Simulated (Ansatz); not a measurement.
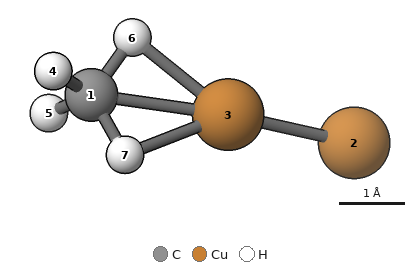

**Figure 1.** The starting structure (ball-and-stick view, seen at a tilt; atoms are numbered from 1 in the order of the input). Sticks mark near contacts.

# CH$_{4}$Cu$_{2}$ (charge +1): geometry relaxation

CH$_{4}$Cu$_{2}$, charge +1, multiplicity 2, computed with UKS B3LYP-D4/def2-TZVPP (Ansatz 0.2.0).

Figures and captions count atoms from 1; the log counts them from 0 in places.

## The program's output
```
The last accepted step is kept in [file] (removed where the run ends without a failure and the disk answers)
Engine: ansatz 0.2.0, x86_64-unknown-linux-gnu
Functional definition: B3LYP
  parameter a0 = 0.2
  parameter ax = 0.72
  parameter ac = 0.81
  exchange = (1 - a0 - ax)*slater_x + ax*b88_x + a0*exact_x
  correlation = (1 - ac)*vwn_rpa_c + ac*lyp_c
1562 factors; their error is unknown
mean field evaluation 1: about -90350.2055 eV, gradient 1.3e2 eV
mean field evaluation 2: about -89128.3053 eV, gradient 6.2e2 eV
mean field evaluation 4: about -90321.0044 eV, gradient 1.8e2 eV
mean field evaluation 8: about -90380.3301 eV, gradient 7.3e-1 eV
mean field evaluation 16: about -90380.3734 eV, gradient 7.0e-3 eV
mean field evaluation 32: about -90379.9547 eV, gradient 2.2e0 eV
mean field -90380.37341910 eV, -3321.4174611346 hartree, gradient 2.2e-5 eV, S^2 0.754684; 4 other end points of the search recorded, 0 dependent functions left out
the calculation of the forces begins
reference -90380.37368435 eV, -3321.4174708823 hartree; 34, 33 occupied and 181, 182 virtual orbitals, 1562 factors
relax step   1: F+E_penalty+E_count = -90380.53216173 eV  Δ(F+E_penalty+E_count) = +0.000e0 eV  max|allowed force component| = 4.675e-1 eV/Å  Δτ_max = 0.0000 Å  (86 SCF iters, accepted)
these checks for a lower state are left out or cut short: starts, cluster_reference, orbital_swaps, neighbouring_geometries, increment
1562 factors; their error is unknown
mean field -90380.41349444 eV, -3321.4189338759 hartree, gradient 1.6e-5 eV, S^2 0.754774; 0 other end points of the search recorded, 0 dependent functions left out
[... from here on the field's lines of each further geometry are left out, up to the last ...]
relax step   2: F+E_penalty+E_count = -90380.57127073 eV  Δ(F+E_penalty+E_count) = -3.911e-2 eV  max|allowed force component| = 2.090e-1 eV/Å  Δτ_max = 0.0533 Å  (47 SCF iters, accepted)
relax step   3: F+E_penalty+E_count = -90380.58721701 eV  Δ(F+E_penalty+E_count) = -1.595e-2 eV  max|allowed force component| = 3.565e-2 eV/Å  Δτ_max = 0.0924 Å  (45 SCF iters, accepted)
relax step   4: F+E_penalty+E_count = -90380.59296662 eV  Δ(F+E_penalty+E_count) = -5.750e-3 eV  max|allowed force component| = 2.179e-2 eV/Å  Δτ_max = 0.1043 Å  (47 SCF iters, accepted)
relax step   5: F+E_penalty+E_count = -90380.59140543 eV  Δ(F+E_penalty+E_count) = +1.561e-3 eV  max|allowed force component| = 2.288e-1 eV/Å  Δτ_max = 0.1426 Å  (49 SCF iters, rejected (line search))
relax step   6: F+E_penalty+E_count = -90380.59442281 eV  Δ(F+E_penalty+E_count) = -1.456e-3 eV  max|allowed force component| = 4.656e-2 eV/Å  Δτ_max = 0.0629 Å  (46 SCF iters, accepted)
relax step   7: F+E_penalty+E_count = -90380.59484960 eV  Δ(F+E_penalty+E_count) = -4.268e-4 eV  max|allowed force component| = 1.209e-1 eV/Å  Δτ_max = 0.0747 Å  (45 SCF iters, accepted)
relax step   8: F+E_penalty+E_count = -90380.59558420 eV  Δ(F+E_penalty+E_count) = -7.346e-4 eV  max|allowed force component| = 3.606e-2 eV/Å  Δτ_max = 0.0164 Å  (45 SCF iters, accepted)
relax step   9: F+E_penalty+E_count = -90380.59617580 eV  Δ(F+E_penalty+E_count) = -5.916e-4 eV  max|allowed force component| = 2.652e-3 eV/Å  Δτ_max = 0.0300 Å  (45 SCF iters, accepted)
relax step  10: F+E_penalty+E_count = -90380.59648129 eV  Δ(F+E_penalty+E_count) = -3.055e-4 eV  max|allowed force component| = 2.832e-2 eV/Å  Δτ_max = 0.0489 Å  (42 SCF iters, accepted)
relax step  11: F+E_penalty+E_count = -90380.59655774 eV  Δ(F+E_penalty+E_count) = -7.645e-5 eV  max|allowed force component| = 1.505e-2 eV/Å  Δτ_max = 0.0162 Å  (43 SCF iters, accepted)
relax step  12: F+E_penalty+E_count = -90380.59659205 eV  Δ(F+E_penalty+E_count) = -3.432e-5 eV  max|allowed force component| = 9.135e-3 eV/Å  Δτ_max = 0.0126 Å  (45 SCF iters, accepted)
relax step  13: F+E_penalty+E_count = -90380.59659651 eV  Δ(F+E_penalty+E_count) = -4.459e-6 eV  max|allowed force component| = 7.880e-3 eV/Å  Δτ_max = 0.0065 Å  (44 SCF iters, accepted)
relax step  14: F+E_penalty+E_count = -90380.59660028 eV  Δ(F+E_penalty+E_count) = -3.767e-6 eV  max|allowed force component| = 2.444e-3 eV/Å  Δτ_max = 0.0016 Å  (35 SCF iters, accepted)
the calculation of the forces begins
reference -90380.44157279 eV, -3321.4199657366 hartree; 34, 33 occupied and 181, 182 virtual orbitals, 1562 factors
relax step  15: F+E_penalty+E_count = -90380.59660137 eV  Δ(F+E_penalty+E_count) = -1.085e-6 eV  max|allowed force component| = 5.962e-5 eV/Å  Δτ_max = 0.0003 Å  (29 SCF iters, accepted)
1562 factors; their error is unknown
mean field evaluation 160: about -90380.4413 eV, gradient 2.4e-3 eV
```

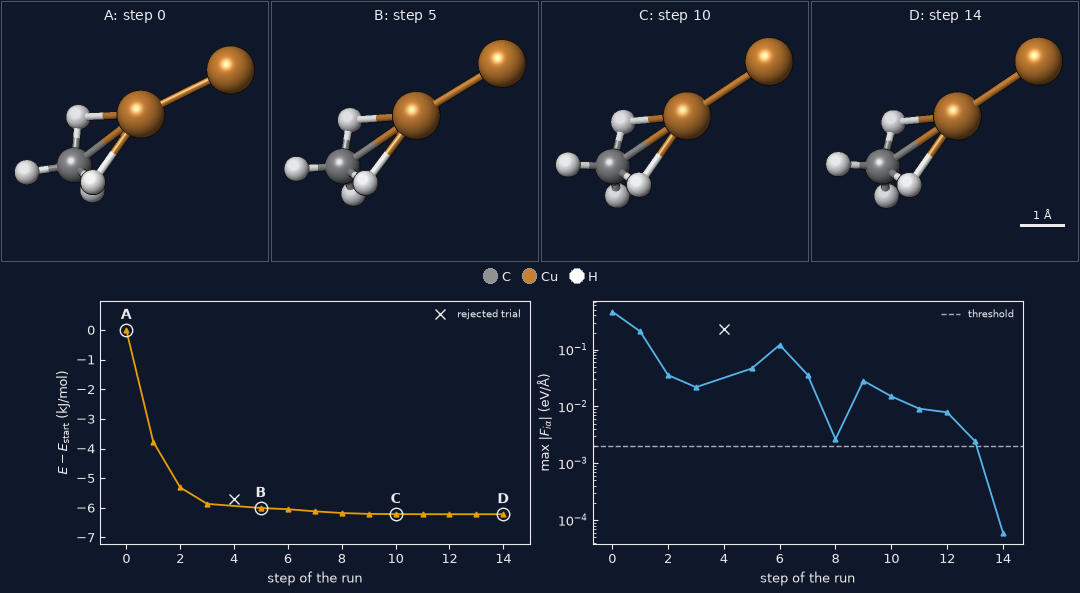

**Figure 2.** Frames of the relaxation (ball-and-stick view, seen at a tilt) above the curves, on which the letters mark them (the first geometry is step 0 here and step 1 in the log).

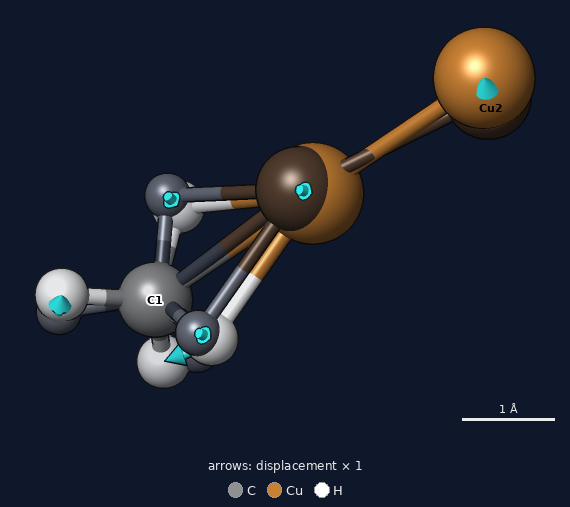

**Figure 3.** Start (faint) and end (solid) with the displacements as teal arrows, at true length (ball-and-stick view, seen at a tilt). The two geometries are laid on each other by the best rigid fit. After 14 geometry steps the energy has fallen by 6.22 kJ/mol. The largest force component goes from 0.47 to under 0.0001 eV/Å. The line search rejected the trial step at point 4 (counted from 0) and went back. H5 moves most after the best rigid fit: 0.39 Å. Largest moves by element: H 0.39 Å, Cu 0.38 Å, C 0.05 Å. Among the contacts that change: Cu2–Cu3 2.349 → 2.447 Å, C1–Cu3 2.184 → 2.254 Å, Cu3–H6 1.906 → 1.936 Å, C1–H4 1.107 → 1.086 Å. Among the angles that change: C1–Cu3–Cu2 160.1° → 180.0°, Cu3–C1–H4 136.7° → 124.0°, Cu3–C1–H5 112.1° → 124.0°. (Atoms are counted from 1 in the order of the input.)

```
mean field -90380.44130627 eV, -3321.4199559421 hartree, gradient 3.3e-5 eV, S^2 0.754856; 5 other end points of the search recorded, 0 dependent functions left out
the calculation of the forces begins
reference -90380.44157279 eV, -3321.4199657365 hartree; 34, 33 occupied and 181, 182 virtual orbitals, 1562 factors
Total energy: -90380.59686789 eV, -3321.4256727259 hartree
Atom 0 at     2.726173     0.963551     1.281735 Å, force     0.000019     0.000044    -0.000026 eV/Å
Atom 1 at    -1.523429    -0.291022    -0.288453 Å, force     0.000011     0.000005    -0.000003 eV/Å
Atom 2 at     0.688804     0.361607     0.529612 Å, force    -0.000028    -0.000033     0.000014 eV/Å
Atom 3 at     2.896032     1.510280     2.204617 Å, force    -0.000049     0.000005     0.000012 eV/Å
Atom 4 at     3.654574     0.741160     0.763971 Å, force    -0.000004    -0.000060    -0.000019 eV/Å
Atom 5 at     2.279494    -0.012052     1.567470 Å, force     0.000026     0.000011    -0.000010 eV/Å
Atom 6 at     2.143791     1.635328     0.616519 Å, force     0.000025     0.000027     0.000032 eV/Å
Dipole moment:     0.108784     0.032177     0.040126 e Å
```

## Trajectory as extended XYZ (Å, eV, eV/Å), 15 frames, from step=1 to step=15
```
7
Properties=species:S:1:pos:R:3:forces:R:3 step=1 energy=-90380.53216
C     2.6759    0.9491    1.2653    0.3453   0.1021   0.1559
Cu   -1.2113   -0.4113   -0.4589   -0.3703  -0.1591  -0.2014
Cu    0.6129    0.5101    0.6989    0.1719   0.0946   0.1119
H     3.1904    1.4502    2.1075   -0.2867  -0.2737  -0.4675
H     3.4002    0.5700    0.5229   -0.4247   0.2106   0.4171
H     2.1442    0.0753    1.7463    0.2670   0.3986  -0.2261
H     2.0532    1.7654    0.7935    0.2975  -0.3731   0.2101
7
Properties=species:S:1:pos:R:3:forces:R:3 step=2 energy=-90380.57127
C     2.6874    0.9536    1.2716    0.1259   0.0537   0.0887
Cu   -1.2631   -0.4186   -0.4692   -0.2090  -0.0781  -0.0997
Cu    0.6158    0.4996    0.6857    0.0618   0.0285   0.0319
H     3.1867    1.4521    2.1064   -0.0816  -0.0781  -0.1346
H     3.4078    0.5823    0.5423   -0.1145   0.0601   0.1170
H     2.1622    0.0853    1.7403    0.1053   0.1497  -0.0811
H     2.0685    1.7545    0.7983    0.1122  -0.1358   0.0778
7
Properties=species:S:1:pos:R:3:forces:R:3 step=3 energy=-90380.58722
C     2.7064    0.9604    1.2810    0.0342   0.0187   0.0255
Cu   -1.3552   -0.4222   -0.4752   -0.0185   0.0088   0.0099
Cu    0.6211    0.4729    0.6533   -0.0219  -0.0284  -0.0356
H     3.1761    1.4651    2.1212    0.0071   0.0146   0.0240
H     3.4435    0.6030    0.5704    0.0229  -0.0060  -0.0162
H     2.1875    0.0892    1.7299   -0.0086  -0.0312   0.0135
H     2.0859    1.7404    0.7949   -0.0152   0.0234  -0.0210
7
Properties=species:S:1:pos:R:3:forces:R:3 step=4 energy=-90380.59297
C     2.7148    0.9651    1.2869    0.0140  -0.0049  -0.0123
Cu   -1.4295   -0.3755   -0.4197   -0.0128   0.0018   0.0015
Cu    0.6583    0.4083    0.5805    0.0088  -0.0018   0.0001
H     3.1119    1.4891    2.1526   -0.0098   0.0064   0.0101
H     3.5061    0.6411    0.6191    0.0218   0.0005  -0.0019
H     2.2122    0.0658    1.6998   -0.0106   0.0030  -0.0010
H     2.0916    1.7149    0.7565   -0.0115  -0.0050   0.0034
7
Properties=species:S:1:pos:R:3:forces:R:3 step=5 energy=-90380.59140 accepted=F
C     2.7248    0.9685    1.2898    0.1590   0.0445   0.0380
Cu   -1.5219   -0.3074   -0.3352    0.0514   0.0099   0.0134
Cu    0.7104    0.3269    0.4890   -0.0270   0.0079   0.0110
H     3.0057    1.5189    2.1942   -0.0828  -0.1442  -0.2244
H     3.6000    0.6978    0.6924   -0.2288   0.0739   0.1477
H     2.2458    0.0304    1.6488    0.0540   0.0610  -0.0207
H     2.1006    1.6738    0.6964    0.0742  -0.0530   0.0349
7
Properties=species:S:1:pos:R:3:forces:R:3 step=6 energy=-90380.59442
C     2.7221    0.9646    1.2840   -0.0194   0.0299   0.0466
Cu   -1.4618   -0.3496   -0.3876   -0.0022   0.0028   0.0038
Cu    0.6704    0.3855    0.5620    0.0004  -0.0037  -0.0074
H     3.0585    1.4996    2.1692    0.0023  -0.0100  -0.0142
H     3.5530    0.6665    0.6523   -0.0182   0.0003   0.0030
H     2.2257    0.0503    1.6693    0.0225  -0.0441   0.0058
H     2.0975    1.6920    0.7262    0.0145   0.0248  -0.0376
7
Properties=species:S:1:pos:R:3:forces:R:3 step=7 energy=-90380.59485
C     2.7260    0.9664    1.2857    0.0199   0.0382   0.0571
Cu   -1.5068   -0.3133   -0.3403    0.0247   0.0057   0.0084
Cu    0.6947    0.3482    0.5210   -0.0145   0.0021   0.0000
H     2.9940    1.5134    2.1910   -0.0327  -0.0760  -0.1209
H     3.6022    0.6997    0.6970   -0.0988   0.0292   0.0585
H     2.2478    0.0256    1.6358    0.0470   0.0251  -0.0130
H     2.1076    1.6689    0.6853    0.0545  -0.0243   0.0098
7
Properties=species:S:1:pos:R:3:forces:R:3 step=8 energy=-90380.59558
C     2.7230    0.9659    1.2858    0.0124   0.0150   0.0227
Cu   -1.4948   -0.3210   -0.3476    0.0102   0.0026   0.0039
Cu    0.6904    0.3580    0.5284   -0.0069   0.0026   0.0028
H     3.0059    1.5089    2.1854   -0.0143  -0.0228  -0.0361
H     3.5892    0.6931    0.6894   -0.0296   0.0091   0.0178
H     2.2442    0.0292    1.6421    0.0130   0.0051  -0.0095
H     2.1075    1.6746    0.6921    0.0152  -0.0117  -0.0017
7
Properties=species:S:1:pos:R:3:forces:R:3 step=9 energy=-90380.59618
C     2.7237    0.9649    1.2843   -0.0006   0.0000   0.0006
Cu   -1.4970   -0.3158   -0.3354   -0.0003   0.0005   0.0012
Cu    0.6844    0.3666    0.5394   -0.0018   0.0005   0.0005
H     2.9763    1.5087    2.1905   -0.0027  -0.0001   0.0003
H     3.6063    0.7050    0.7080    0.0020   0.0011   0.0017
H     2.2538    0.0164    1.6196    0.0017  -0.0009  -0.0022
H     2.1180    1.6630    0.6691    0.0016  -0.0011  -0.0021
7
Properties=species:S:1:pos:R:3:forces:R:3 step=10 energy=-90380.59648
C     2.7256    0.9637    1.2823    0.0108   0.0050   0.0067
Cu   -1.5105   -0.3032   -0.3100   -0.0023   0.0002   0.0006
Cu    0.6833    0.3686    0.5401    0.0007  -0.0016  -0.0019
H     2.9284    1.5100    2.1999   -0.0043  -0.0149  -0.0258
H     3.6370    0.7257    0.7400   -0.0283   0.0074   0.0172
H     2.2685   -0.0019    1.5871    0.0105   0.0128  -0.0051
H     2.1331    1.6460    0.6360    0.0130  -0.0089   0.0083
7
Properties=species:S:1:pos:R:3:forces:R:3 step=11 energy=-90380.59656
C     2.7259    0.9634    1.2819    0.0037   0.0042   0.0046
Cu   -1.5155   -0.2983   -0.3002   -0.0028   0.0000   0.0000
Cu    0.6846    0.3677    0.5375    0.0003  -0.0017  -0.0018
H     2.9125    1.5100    2.2023   -0.0026  -0.0099  -0.0150
H     3.6458    0.7329    0.7516   -0.0143   0.0037   0.0082
H     2.2736   -0.0073    1.5765    0.0071   0.0071  -0.0005
H     2.1385    1.6404    0.6258    0.0085  -0.0033   0.0046
7
Properties=species:S:1:pos:R:3:forces:R:3 step=12 energy=-90380.59659
C     2.7257    0.9636    1.2819    0.0091   0.0007   0.0015
Cu   -1.5223   -0.2928   -0.2911    0.0012   0.0004   0.0005
Cu    0.6887    0.3623    0.5297   -0.0005  -0.0003   0.0004
H     2.9008    1.5099    2.2042   -0.0014   0.0021  -0.0034
H     3.6516    0.7390    0.7605   -0.0005  -0.0004   0.0019
H     2.2782   -0.0106    1.5711   -0.0047   0.0018  -0.0054
H     2.1426    1.6374    0.6192   -0.0033  -0.0043   0.0045
7
Properties=species:S:1:pos:R:3:forces:R:3 step=13 energy=-90380.59660
C     2.7264    0.9634    1.2818   -0.0050  -0.0001  -0.0032
Cu   -1.5241   -0.2904   -0.2874    0.0002   0.0000   0.0000
Cu    0.6893    0.3611    0.5286   -0.0004   0.0000  -0.0002
H     2.8946    1.5106    2.2044    0.0021  -0.0003   0.0079
H     3.6554    0.7417    0.7651    0.0012   0.0005  -0.0025
H     2.2798   -0.0124    1.5666    0.0011  -0.0014   0.0034
H     2.1439    1.6349    0.6164    0.0007   0.0014  -0.0053
7
Properties=species:S:1:pos:R:3:forces:R:3 step=14 energy=-90380.59660
C     2.7262    0.9636    1.2818   -0.0021  -0.0009  -0.0002
Cu   -1.5234   -0.2911   -0.2884   -0.0001   0.0000  -0.0001
Cu    0.6888    0.3617    0.5295   -0.0003  -0.0002   0.0001
H     2.8961    1.5101    2.2048   -0.0004   0.0012  -0.0017
H     3.6546    0.7412    0.7639    0.0009  -0.0007   0.0003
H     2.2793   -0.0119    1.5674    0.0011  -0.0018   0.0003
H     2.1437    1.6351    0.6164    0.0009   0.0024   0.0012
7
Properties=species:S:1:pos:R:3:forces:R:3 step=15 energy=-90380.59660
C     2.7262    0.9636    1.2817    0.0000   0.0000   0.0000
Cu   -1.5234   -0.2910   -0.2885    0.0000   0.0000   0.0000
Cu    0.6888    0.3616    0.5296    0.0000   0.0000   0.0000
H     2.8960    1.5103    2.2046    0.0000   0.0000   0.0000
H     3.6546    0.7412    0.7640    0.0000  -0.0001   0.0000
H     2.2795   -0.0121    1.5675    0.0000   0.0000   0.0000
H     2.1438    1.6353    0.6165    0.0000   0.0000   0.0000
```

The run was set up as follows.

## Input
```yaml
crystal:
  periodic: [false, false, false]
  atoms:
    - { symbol: C, position_ang: [2.67588199, 0.94914445, 1.26529789] }
    - { symbol: Cu, position_ang: [-1.21127121, -0.41126749, -0.45885211] }
    - { symbol: Cu, position_ang: [0.6128537, 0.51011946, 0.69885478] }
    - { symbol: H, position_ang: [3.19035059, 1.45021801, 2.10748434] }
    - { symbol: H, position_ang: [3.40018178, 0.56997649, 0.52285066] }
    - { symbol: H, position_ang: [2.14419522, 0.07528074, 1.74629265] }
    - { symbol: H, position_ang: [2.05324793, 1.76537834, 0.7935418] }
magnetization:
  spin_polarized: true
  initial_magnetization: 1
total_charge: 1
basis:
  gaussian: { orbitals: def2-TZVPP }
hamiltonian:
  xc: { name: B3LYP }
  dispersion: d4
relax:
  f_tol: 0.002
  max_steps: 150
```

Command:
```bash
ansatz run input.yaml --threads 4 --pin off --max-ram 10240MiB --backend cpu --events-out ev --progress --plain --runs-dir out
```

## Summary

- outcome: converged
- total energy: −90380.5969 eV
- mean-field energy: −90380.4416 eV
- ⟨S²⟩: 0.755
- SCF solution under orbital rotations: stable
- largest force (length of the vector) at the end: under 0.001 eV/Å
- hardware: 4 threads of AMD EPYC (Zen 5), 64 GiB of memory available, shared host
- wall time: 40 s (CPU time 2.5 min)
- peak memory: 0.86 GiB
